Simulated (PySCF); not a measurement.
System: TlCd (charge +1).

```
atom   x (Å)   y (Å)    z (Å)
  Tl  0.0000  0.0000  -1.1748
  Cd  0.0000  0.0000   2.1142
```

Core potentials replace the inner electrons of Tl and Cd.

Computed with PySCF, PBE0/def2-SVP, non-relativistic Hamiltonian with scalar-relativistic core potentials where named, at a bond length of 3.289 Å.

**What can the converged electron density and electron localisation function tell about the bonding?**

Tl–Cd (3.29 Å): the density is about 0.14 e/Å³ at the midpoint; the ELF is about 0.25 at the midpoint.

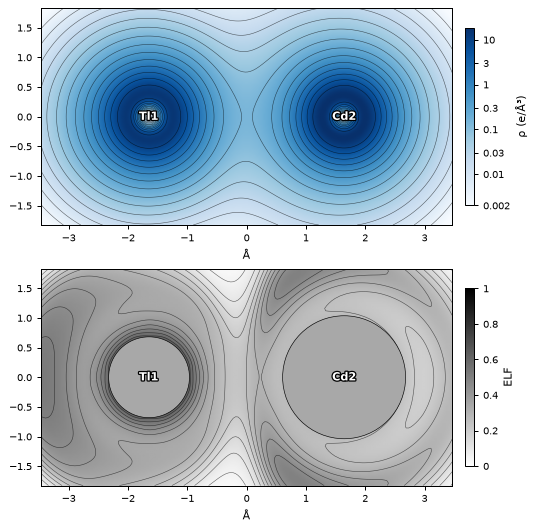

Computed electron density and electron localisation function on a plane that holds the molecular axis, in this order. Grey discs cover the atomic cores in the ELF map. 
